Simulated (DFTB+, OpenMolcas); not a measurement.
## NO2 (nitrogen dioxide): the dipole moment, rung by rung

The species is NO2 (3 atoms), meant as a doublet with charge 0. SMILES: `[O]N=O`. Geometry: relaxed at PBE0-D4/def2-TZVP.

| atom | x (Å) | y (Å) | z (Å) |
| --- | --- | --- | --- |
| O | 0.2098 | -1.0822 | 0.0006 |
| N | -0.2655 | -0.0091 | -0.1459 |
| O | 0.0557 | 1.0913 | 0.1453 |

Quantity: the dipole moment, in D. The values are calculated.

**What was measured.** NIST CCCBDB gives the dipole moment of the gas as 0.32 D.

```csv
level,kind,program,value (D),computed − measured,CPU time
DFTB2,semi-empirical,DFTB+,1.08,+0.76,under 2 s
ROHF/cc-pVTZ,Hartree–Fock,OpenMolcas,0.75,+0.43,11 s
USVWN5/cc-pVTZ,LDA,OpenMolcas,0.25,-0.07,14 s
U-revPBE/cc-pVTZ,GGA,OpenMolcas,0.24,-0.08,22 s
U-r2SCAN/cc-pVTZ,meta-GGA,OpenMolcas,0.29,-0.03,25 s
UBHLYP/cc-pVTZ,global hybrid,OpenMolcas,0.45,+0.13,21 s
```

Nearest: U-r2SCAN/cc-pVTZ (-0.03 D); farthest: DFTB2 (+0.76 D). The measured dipole is a vibrational average, so differences of a few hundredths of a debye mean little. Computed less measured by kind, in D (of the ab initio rows, those in cc-pVTZ): semi-empirical +0.76; Hartree–Fock +0.43; LDA -0.07; GGA -0.08; meta-GGA -0.03; global hybrid +0.13. Magnitudes only. Times are those of the runs behind each value, whatever else they computed, on shared processors of several kinds: orders of magnitude only.

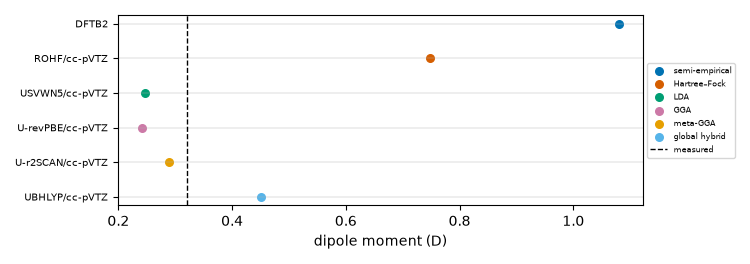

The values of the table, level by level.
